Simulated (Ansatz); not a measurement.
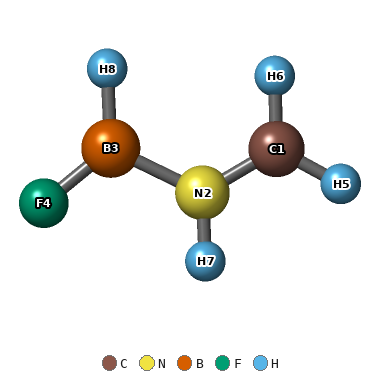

The system is CH₄BFN, charge +1; the picture shows the reference structure. The first coordinate is: umbrella angle at B3 (between each of its bonds and their common axis; 90 is planar); the second: change of the bonds B3–N2, B3–F4, B3–H8, all alike. Nothing is relaxed (all other coordinates rigid). The grid has 15 × 15 points; 127 points were computed and 98 follow by symmetry. Points are written as (first, second). All energies are given in kcal/mol relative to the lowest grid point. Computed with RKS PBE0-D4/def2-TZVP in Ansatz 0.2.0.

Its coordinates:

```csv
atom,x (Å),y (Å),z (Å)
C,0.6539,0.9423,-0.4125
N,0.4247,-0.1551,0.1990
B,-0.9419,-0.8064,0.2589
F,-0.9799,-1.9089,0.9203
H,1.6524,1.3719,-0.4283
H,-0.1651,1.4463,-0.9208
H,1.2056,-0.6143,0.6707
H,-1.8497,-0.2759,-0.2873
```

Range: umbrella angle at B3 (between each of its bonds and their common axis; 90 is planar) from 66.0 to 114.0°; change of the bonds B3–N2, B3–F4, B3–H8, all alike from −0.146 to 0.226 Å.

What landscape does the calculation give?

The lowest grid point is at (90.0°, 0.013 Å). No other kind of well shows on this grid. The highest grid point, (66.0°, −0.146 Å), lies 91.5 kcal/mol above the lowest. Round the minimum the two coordinates are nearly uncoupled.

| second ↓, first → | 66.0 | 69.4 | 72.9 | 76.3 | 79.7 | 83.1 | 86.6 | 90.0 | 93.4 | 96.9 | 100.3 | 103.7 | 107.1 | 110.6 | 114.0 |
| --- | --- | --- | --- | --- | --- | --- | --- | --- | --- | --- | --- | --- | --- | --- | --- |
| 0.226 | 72.0 | 64.4 | 57.9 | 52.9 | 49.1 | 46.4 | 44.7 | 44.2 | 44.7 | 46.4 | 49.1 | 52.9 | 57.9 | 64.4 | 72.0 |
| 0.199 | 64.8 | 56.9 | 50.1 | 44.9 | 40.9 | 38.1 | 36.4 | 35.8 | 36.4 | 38.1 | 40.9 | 44.9 | 50.1 | 56.9 | 64.8 |
| 0.173 | 58.5 | 50.2 | 43.2 | 37.7 | 33.6 | 30.6 | 28.8 | 28.2 | 28.8 | 30.6 | 33.6 | 37.7 | 43.2 | 50.2 | 58.5 |
| 0.146 | 52.7 | 43.9 | 36.6 | 30.9 | 26.6 | 23.5 | 21.6 | 21.0 | 21.6 | 23.5 | 26.6 | 30.9 | 36.6 | 43.9 | 52.7 |
| 0.120 | 47.9 | 38.7 | 31.0 | 25.1 | 20.6 | 17.4 | 15.4 | 14.8 | 15.4 | 17.4 | 20.6 | 25.1 | 31.0 | 38.7 | 47.9 |
| 0.093 | 43.9 | 34.3 | 26.2 | 20.0 | 15.3 | 11.9 | 9.9 | 9.3 | 9.9 | 11.9 | 15.3 | 20.0 | 26.2 | 34.3 | 43.9 |
| 0.066 | 41.1 | 31.0 | 22.5 | 16.0 | 11.1 | 7.6 | 5.5 | 4.8 | 5.5 | 7.6 | 11.1 | 16.0 | 22.5 | 31.0 | 41.1 |
| 0.040 | 39.7 | 29.1 | 20.2 | 13.4 | 8.3 | 4.6 | 2.4 | 1.7 | 2.4 | 4.6 | 8.3 | 13.4 | 20.2 | 29.1 | 39.7 |
| 0.013 | 39.9 | 28.7 | 19.4 | 12.3 | 6.9 | 3.1 | 0.7 | 0.0 | 0.7 | 3.1 | 6.9 | 12.3 | 19.4 | 28.7 | 39.9 |
| −0.013 | 41.9 | 30.1 | 20.3 | 12.8 | 7.2 | 3.2 | 0.8 | 0.0 | 0.8 | 3.2 | 7.2 | 12.8 | 20.3 | 30.1 | 41.9 |
| −0.040 | 46.1 | 33.7 | 23.4 | 15.5 | 9.6 | 5.4 | 2.8 | 2.0 | 2.8 | 5.4 | 9.6 | 15.5 | 23.4 | 33.7 | 46.1 |
| −0.066 | 52.6 | 39.5 | 28.6 | 20.4 | 14.1 | 9.7 | 7.1 | 6.2 | 7.1 | 9.7 | 14.1 | 20.4 | 28.6 | 39.5 | 52.6 |
| −0.093 | 62.2 | 48.3 | 36.9 | 28.2 | 21.6 | 17.0 | 14.2 | 13.3 | 14.2 | 17.0 | 21.6 | 28.2 | 36.9 | 48.3 | 62.2 |
| −0.120 | 75.2 | 60.5 | 48.4 | 39.2 | 32.3 | 27.4 | 24.5 | 23.5 | 24.5 | 27.4 | 32.3 | 39.2 | 48.4 | 60.5 | 75.2 |
| −0.146 | 91.5 | 75.9 | 63.1 | 53.4 | 46.1 | 41.0 | 37.9 | 36.9 | 37.9 | 41.0 | 46.1 | 53.4 | 63.1 | 75.9 | 91.5 |

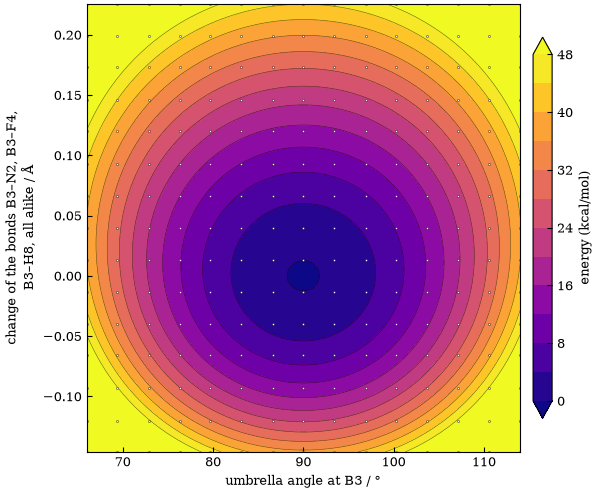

Drawn: filled contours, dots at the grid points, one colour for all values above the top of the scale. Between grid points the surface is interpolated.

Time for the 127 points that were run: 9.2 min on 1 thread of Arm Neoverse V2, with other jobs on the host.
